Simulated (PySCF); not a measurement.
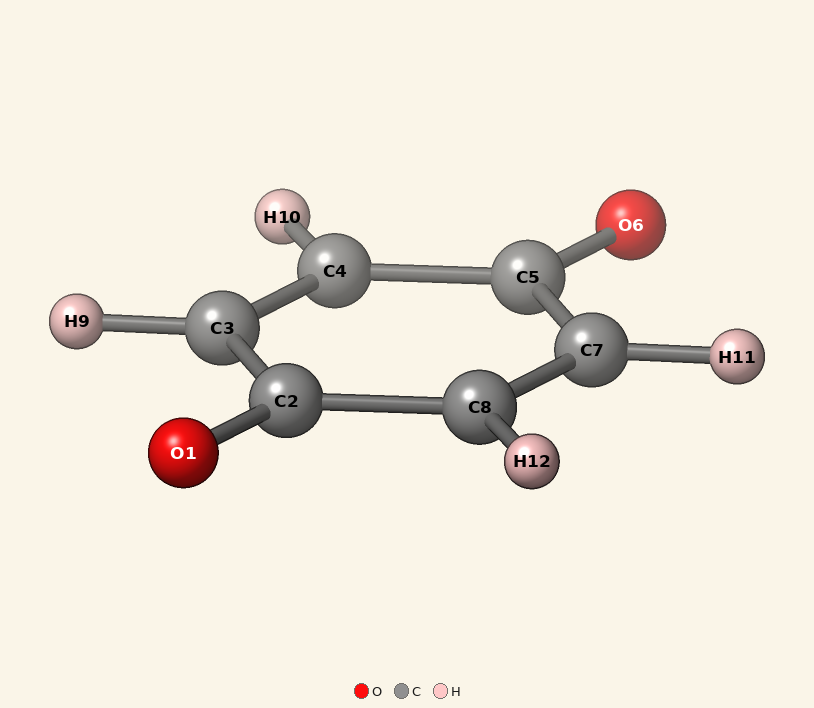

Distant atoms are faded towards the background colour. The species has charge −1 and is a spin doublet. Computed geometry: PBE0-D3(BJ)/def2-SVP optimisation. No frequency run is at hand to confirm it as a minimum.

What is the conformation of the ring C2–C3–C4–C5–C7–C8?

Answer. It is planar. The Cremer–Pople amplitude Q is 0.00 Å.

Give the torsion angles round the ring, beginning with the bond from its second to its third atom.

Answer. 0°, 0°, 0°, 0°, 0°, 0°.
